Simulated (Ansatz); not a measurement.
# BrCl (bromine chloride) at PBE0-DH-D3(BJ)/pc-1 (damping of r2scan)

What is the vertical electron affinity of BrCl (bromine chloride) at PBE0-DH-D3(BJ)/pc-1 (damping of r2scan)? 

The results are computed with Ansatz 0.2.0.

3 further runs of the same task are left out: 2 that didn't finish, 1 set aside as unsound or not needed.

## (1) Starting point

BrCl: 2 atoms, total charge 0, spin state singlet. As SMILES, `ClBr`. Geometry: the measured bond length.

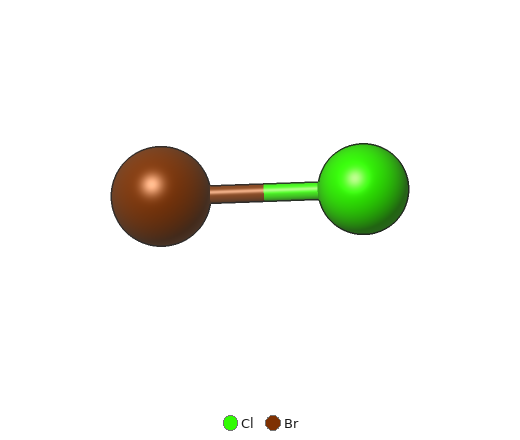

Viewed from a chosen angle; chlorine green, bromine brown.

## (2) A single-point energy at PBE0-DH-D3(BJ)/pc-1 (damping of r2scan)

job.yaml reads:

```yaml
crystal:
  periodic: [false, false, false]
  atoms:
    - {symbol: Cl, position_ang: [0.000000, 0.000000, 0.000000]}
    - {symbol: Br, position_ang: [0.000000, 0.000000, 2.136065]}
basis:
  gaussian: {orbitals: pc-1.json}
hamiltonian: {xc: {name: PBE0-DH}, dispersion: {method: d3bj, functional: r2scan}}
output: {orbitals: {seedname: orbitals}}
correlation: {electrons: outside_noble_gas}
```

The basis set pc-1 is read from a file made from the Basis Set Exchange's data (not shown).

Launch:

```
$ ansatz run job.yaml --threads 1 --pin off --max-ram 2610MiB --events-out events.jsonl --progress --plain --runs-dir runs
```

Output:

```text
Warning: the engine holds no damping parameters fitted to this dispersion correction and functional, so the run takes those fitted to r2scan beside the three-body term, which d3bj leaves out (hamiltonian.dispersion, under Limitations)
Warning: RAYON_NUM_THREADS=1 ignored (pool sized by the plan → 1); use --threads N
Functional definition: PBE0-DH
  name "PBE0-DH"
  parameter a = 1/2
  parameter c = 1/8
  exchange = (1 - a)*pbe_x + a*exact_x
  correlation = (1 - c)*pbe_c + c*(mp2_os + mp2_ss)
496 factors; integrals over basis functions are off by at most 1.2e-3 eV
mean field evaluation 1: about -82548.2850 eV, gradient 7.6e0 eV
mean field evaluation 2: about -82548.3347 eV, gradient 7.8e0 eV
mean field evaluation 4: about -82548.5045 eV, gradient 6.8e-1 eV
mean field evaluation 8: about -82548.5060 eV, gradient 7.6e-3 eV
mean field evaluation 16: about -82548.5060 eV, gradient 5.6e-6 eV
mean field -82548.50602179 eV, -3033.6016429137 hartree, gradient 5.6e-6 eV, S^2 0.000000; 0 other end points of the search recorded, 0 dependent functions left out
19 core orbitals not correlated: weight in the atoms' cores, before any rotation towards them, 1.000 or more for the frozen orbitals, at most 0.000 for the correlated occupied ones
reference -82548.50603069 eV, -3033.6016432407 hartree; 7, 7 occupied and 19, 19 virtual orbitals, 496 factors
second order -8.36839538 eV of doubles, -0.00000000 eV of singles
Total energy: -82549.55979938 eV, -3033.6403685259 hartree
```

It took 1.6 s on 1 thread of Arm Neoverse V1, shared host.

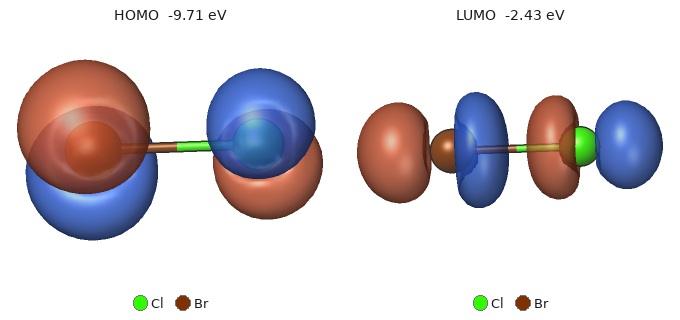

Frontier orbitals of this run, surfaces at ±0.2 Å^-3/2.

## (3) The doublet anion at the same level

job.yaml, as its differences from that of step 2:

```diff
@@ -7,4 +7,6 @@
   gaussian: {orbitals: pc-1.json}
+total_charge: -1
+magnetization: {spin_polarized: true, initial_magnetization: 1}
 hamiltonian: {xc: {name: PBE0-DH}, dispersion: {method: d3bj, functional: r2scan}}
+correlation: {electrons: outside_noble_gas}
 output: {orbitals: {seedname: orbitals}}
-correlation: {electrons: outside_noble_gas}
```

The basis set pc-1 is read from a file made from the Basis Set Exchange's data (not shown).

Launch:

```
$ ansatz run job.yaml --threads 1 --pin off --max-ram 2610MiB --events-out events.jsonl --progress --plain --runs-dir runs
```

Output, cut to the lines that bear on the results:

```text
Warning: the engine holds no damping parameters fitted to this dispersion correction and functional, so the run takes those fitted to r2scan beside the three-body term, which d3bj leaves out (hamiltonian.dispersion, under Limitations)
Warning: RAYON_NUM_THREADS=1 ignored (pool sized by the plan → 1); use --threads N
[... 2 set-up lines as earlier in the session ...]
[...]
496 factors; integrals over basis functions are off by at most 1.2e-3 eV
[...]
mean field -82549.48965767 eV, -3033.6377908658 hartree, gradient 1.1e-6 eV, S^2 0.753862; 0 other end points of the search recorded, 0 dependent functions left out
19 core orbitals not correlated: weight in the atoms' cores, before any rotation towards them, 1.000 or more for the frozen orbitals, at most 0.000 for the correlated occupied ones
reference -82549.48966637 eV, -3033.6377911854 hartree; 8, 7 occupied and 18, 19 virtual orbitals, 496 factors
second order -8.34732708 eV of doubles, -0.00000000 eV of singles
Total energy: -82550.54080153 eV, -3033.6764196898 hartree
```

Run time: 2.1 s. Hardware: 1 thread of Arm Neoverse V1, shared host.

## (4) Summary of results

Level: PBE0-DH-D3(BJ)/pc-1 (damping of r2scan), 19 core orbitals frozen.

| quantity | value |
| --- | --- |
| singlet BrCl: total energy | -3033.64037 Eh |
| singlet BrCl: HOMO energy (SCF part's orbitals) | -9.71 eV |
| singlet BrCl: LUMO energy (SCF part's orbitals) | -2.43 eV |
| singlet BrCl: HOMO–LUMO gap (SCF part's orbitals) | 7.28 eV |
| singlet BrCl: dispersion energy | -0.74 kJ/mol |
| doublet anion: total energy | -3033.67642 Eh |
| doublet anion: HOMO energy (SCF part's orbitals) (highest over α and β) | 0.49 eV |
| doublet anion: LUMO energy (SCF part's orbitals) (lowest over α and β) | 5.90 eV |
| doublet anion: dispersion energy | -0.74 kJ/mol |
| doublet anion: ⟨S²⟩ | 0.754 |
| vertical electron affinity (to the doublet anion) | 0.981 eV |

What this shows: At fixed nuclei the extra electron is bound by 0.98 eV (22.6 kcal/mol). The basis has no diffuse functions, so the error can be as large as this value. The HOMO (doublet anion) lies at positive energy, 0.49 eV; only total energies tell whether the electron is bound.
